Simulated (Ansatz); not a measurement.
# Calculations on GaNH4OCl2

Part 1: Relaxation

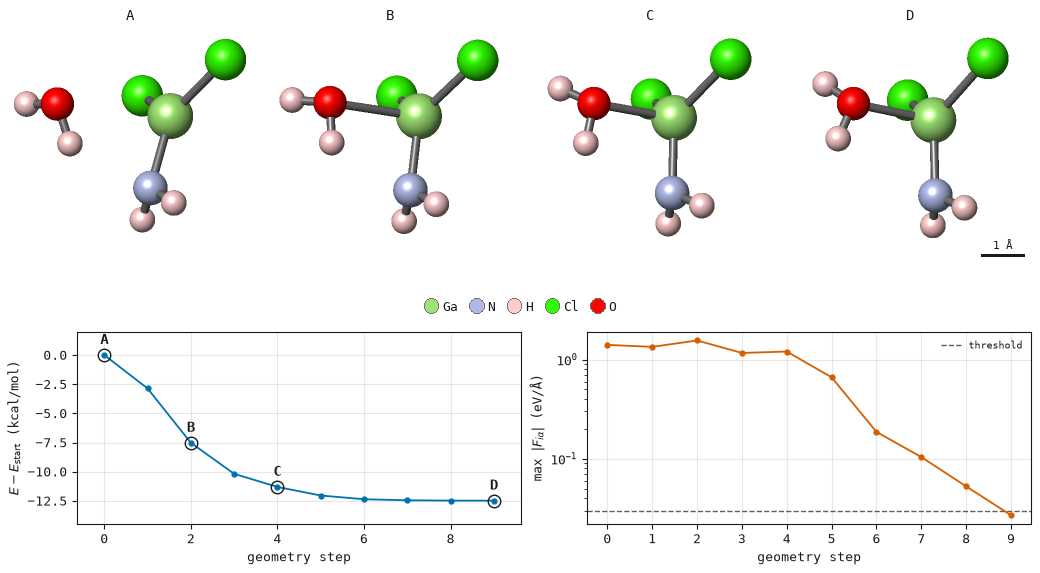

Frames of a relaxation of GaNH$_{4}$OCl$_{2}$, marked on the history of the run. A ball-and-stick model, seen at a tilt.

The run prepares an end point of a later path (reaction) calculation, from a guessed geometry.

Theory: Ansatz 0.2.0, RHF/def2-SVP. (no spin polarisation; force threshold 0.03 eV/Å; at most 50 steps)

Q: What happens along the run?

A: After 9 geometry steps the energy has fallen by 12.5 kcal/mol. Largest force component: 1.4 eV/Å at the start, 0.027 eV/Å at the end. The atom that moves furthest after the best rigid fit is an H atom (0.65 Å). Largest moves by element: H 0.65 Å, Ga 0.46 Å, O 0.45 Å, Cl 0.43 Å, N 0.21 Å. Among the contacts that change: Ga–O 2.977 → 2.104 Å, Ga–N 1.887 → 1.836 Å, Cl–Ga 2.144 → 2.183 Å, Cl–Ga 2.138 → 2.168 Å. New bonds form, among them: Ga–O (2.98 → 2.10 Å). Among the angles between lasting bonds that change: Cl–Ga–Cl 120.8° → 116.5°, H–O–H 105.9° → 109.3°. The run took 23 s on 2 threads of Arm Neoverse V1, with other jobs on the host, peak memory 0.27 GiB. From step 0 to 2: the O atom moves most (0.38 Å), energy −7.53 kcal/mol. From step 2 to 4: an H atom moves most (0.33 Å), energy −3.78 kcal/mol. From step 4 to 9: an H atom moves most (0.22 Å), energy −1.18 kcal/mol.

Limits of the set-up: the start holds two separate molecules, 2.3 Å apart at their closest, whose relative position is a soft coordinate and is computed without a dispersion correction; Hartree-Fock leaves out electron correlation.

Part 2: Relaxation

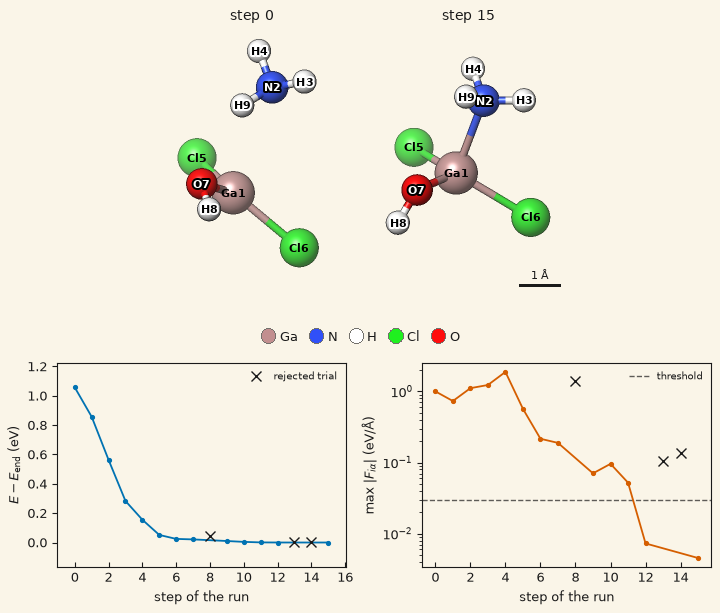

First and last geometry of a relaxation of GaNH$_{4}$OCl$_{2}$, with the history of the run. A ball-and-stick model, seen from a free direction.

The run prepares an end point of a later path (reaction) calculation, from a guessed geometry.

Computed with RHF/def2-SVP (Ansatz 0.2.0). Settings: no spin polarisation; force threshold 0.03 eV/Å; at most 50 steps.

What do the curves and the structures tell?

Answer. It converged. The atom that moves furthest after the best rigid fit is Cl6 (0.89 Å). By element the largest moves are Cl 0.89 Å, H 0.83 Å, Ga 0.68 Å, N 0.38 Å, O 0.32 Å. Among the contacts that change: Ga1–N2 3.112 → 2.075 Å, Ga1–Cl5 2.132 → 2.182 Å, Ga1–Cl6 2.142 → 2.182 Å, N2–H9 1.029 → 1.010 Å. New bonds form, among them: Ga1–N2 (3.11 → 2.08 Å). Bond angles that change, for instance: Cl5–Ga1–Cl6 120.7° → 115.1°, Ga1–O7–H8 118.5° → 121.3°. Groups turn about Ga1–O7 by about 70°. Over 12 accepted moves (15 points after the start) the energy falls by 1.057 eV. The largest force component goes from 1 to 0.0045 eV/Å. The line search rejected the trial steps at points 8, 13, 14 of the run. The forces were under the threshold at step 12, but the run went on from there. Cost: 35 s on 2 threads of Arm Neoverse V1, with other jobs on the host, peak memory 0.27 GiB.

Limits of the set-up: the start holds two separate molecules, 2.2 Å apart at their closest, whose relative position is a soft coordinate and is computed without a dispersion correction; Hartree-Fock leaves out electron correlation.

Part 3: Path

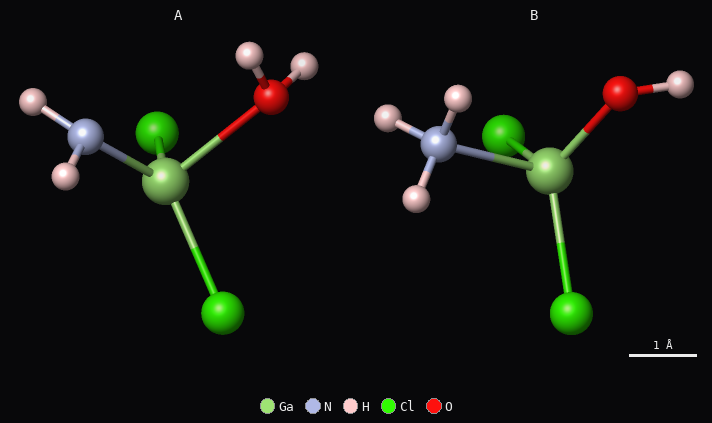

The two relaxed end points of a path for GaNH$_{4}$OCl$_{2}$. Style: ball-and-stick. Shown at a tilt.

All numbers below come from Ansatz 0.2.0, RHF/def2-SVP.

Run with 7 movable images; climbing image; force threshold 0.05 eV/Å; iteration limit 60.

Start:
```xyz
9

Ga   -0.0545    0.1081    0.3723
N     0.0345   -0.2519    2.1706
H    -0.6424   -0.8804    2.5626
H     0.9312   -0.4412    2.5790
Cl    1.7657    0.2790   -0.7922
Cl   -1.8482   -0.5044   -0.7104
O    -0.6145    2.1216    0.6168
H    -1.3422    2.4663    0.1131
H    -0.7663    2.2847    1.5419
```

End:
```xyz
9

Ga   -0.2961    0.5404    0.1045
N    -0.0911    0.1261    2.1276
H    -0.7180   -0.6036    2.4305
H     0.8508   -0.1409    2.3695
Cl    1.7221    0.2126   -0.6573
Cl   -1.7773   -0.9258   -0.5416
O    -0.8366    2.2206    0.3617
H    -1.0677    2.7769   -0.3638
H    -0.3230    0.9754    2.6224
```

What barrier does the band find between them, and by what path?

Answer. Forward barrier 0.60 eV, backward barrier 1.37 eV, with image 3 at the top; the reaction energy is −0.77 eV. A hydrogen atom shifts from one atom to another. Breaking: O7–H9 (0.95 → 1.17 at the top → 2.63 Å). Forming: N2–H9 (2.73 → 1.35 at the top → 1.01 Å). The band converged in 11 iterations. The largest component of the band force went from 4.9 to 0.037 eV/Å. The climbing image converged on the top of the path. Its vibrational analysis gives one imaginary mode (1640i cm⁻¹), as a transition state must have.

Energies of the converged images:

```csv
image,path (Å),E (eV)
0,0.00,0.000
1,0.48,0.033
2,0.96,0.174
3,1.44,0.600
4,1.81,-0.066
5,2.17,-0.508
6,2.54,-0.678
7,2.90,-0.753
8,3.26,-0.773
```

The geometry at the top of the path:

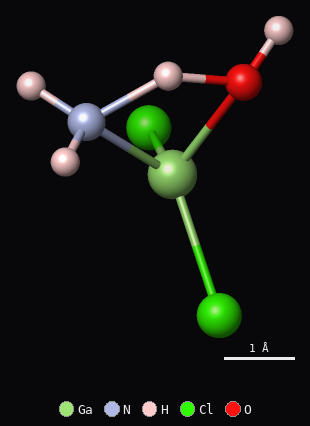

Limits of the set-up: Hartree-Fock leaves out electron correlation.

The run took 2.6 min on 2 threads of Arm Neoverse V1, with other jobs on the host, peak memory 0.27 GiB.
